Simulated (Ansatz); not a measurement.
**H₄O₂SSi: density, localisation and related maps**

The calculation's input:

```
basis:
  gaussian:
    orbitals: def2-TZVPD
crystal:
  periodic: [false, false, false]
  atoms:
    - symbol: O
      position_ang: [-1.334531, 1.981846, -2.168717]
    - symbol: O
      position_ang: [-1.292875, -0.417742, -0.946419]
    - symbol: S
      position_ang: [-0.554817, -1.896176, -0.646436]
    - symbol: Si
      position_ang: [-0.444022, 0.605051, -1.988091]
    - symbol: H
      position_ang: [-2.196405, 1.898720, -2.587077]
    - symbol: H
      position_ang: [0.843022, 1.012062, -1.369096]
    - symbol: H
      position_ang: [-0.240620, -0.114041, -3.278612]
    - symbol: H
      position_ang: [0.152535, -1.527368, 0.452132]
hamiltonian:
  xc: {name: PBE0}
output:
  forces: true
  orbitals: {seedname: orbitals}
```

Launched as:

```sh
ansatz run input.yaml --threads 2 --pin off --max-ram 4350MiB --events-out events.jsonl --progress --plain --runs-dir runs
```

Geometry: PBE0-D3(BJ)/def2-SVP.

These are results of isolated molecule in a Gaussian basis; Kohn-Sham density functional theory, functional PBE0 (Ansatz 0.2.0), not measurements.

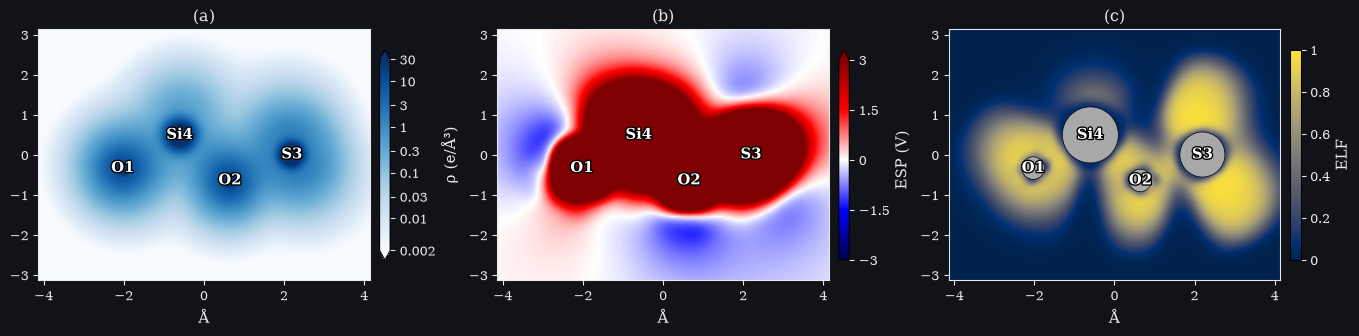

Figure 1. (a) total electron density; (b) molecular electrostatic potential; (c) ELF on the plane of atoms S3, O2 and Si4. Grey discs cover the atomic cores in the ELF map.

**Describe what can be read from this map.**

- Atoms in the plane: O, S and Si.
- Si–O (1.65 Å): ρ is about 1.2 e/Å³ halfway; the ELF peaks at about 0.85 between the atoms, as expected for a shared but strongly polarised pair.
- S–O (1.68 Å): the density is about 1.4 e/Å³ at the midpoint; the ELF peaks at about 0.80 between the atoms (a shared but strongly polarised pair).
- The ELF also peaks beside O2, S3 and O1, away from the bonds: lone-pair regions.
- Outside the dense part of the molecule the potential is most negative (−1.3 V) near O2.

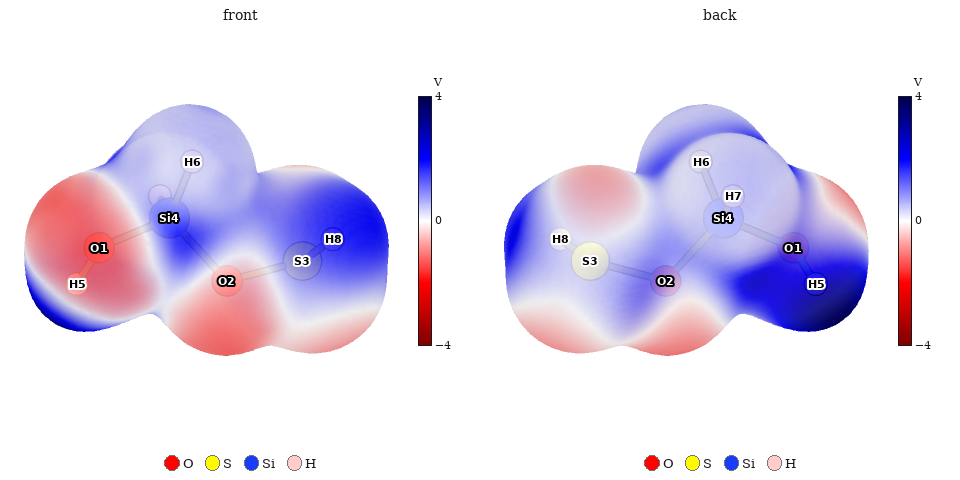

Figure 2. The molecular electrostatic potential painted on the density surface at 0.004 e/bohr³, seen from the front and from behind; the colour scale runs from red (negative) to blue (positive).

**Where is the surface potential most negative and most positive?**

The most negative region (about −1.3 V) lies over O1, the most positive (about +3.8 V) over H5. O1 is the likeliest acceptor of a hydrogen bond.

**How polar is the molecule by this calculation?**

Its dipole moment is 0.49 D.

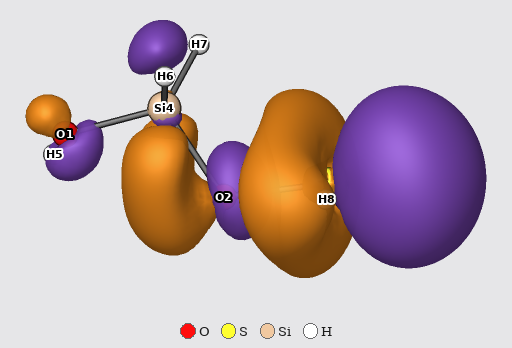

Figure 3. The LUMO at ±0.08 Å⁻³ᐟ² (orange and purple are the two phases), seen at a tilt.

**Describe this orbital and give its energy.**

It lies mainly on S3 (about 60 %), O2 (about 15 %), Si4 (about 10 %) and H8 (about 5 %). Its energy is −1.13 eV.
